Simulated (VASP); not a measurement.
Band structure of WP (relaxed from the NiAs type structure, space group P6_3/mmc). Computed with r2SCAN meta-GGA, VASP's PBE PAW potentials (set 64) (plane waves; VASP).

Unless said otherwise, spin-orbit coupling is left out, though it shifts the bands of the heavy elements here.

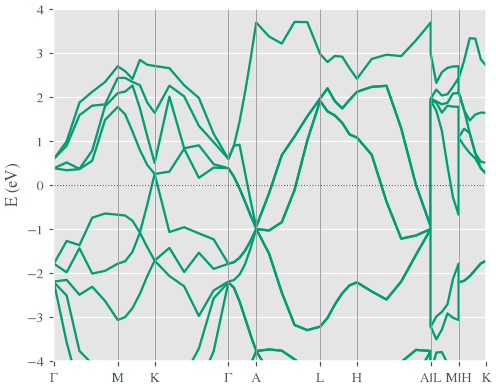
Figure. Bands along high-symmetry lines, zero at the valence-band maximum or, without a gap, the Fermi level

**Question.** Read the plot: is there a gap, and where are the band edges?

**Answer.** It has no gap at this level: it comes out as a metal or semimetal.

The structure was generated: WP was put into the NiAs type type (P6_3/mmc), which need not be its known phase. It was relaxed first, which changed the volume by -39 %.
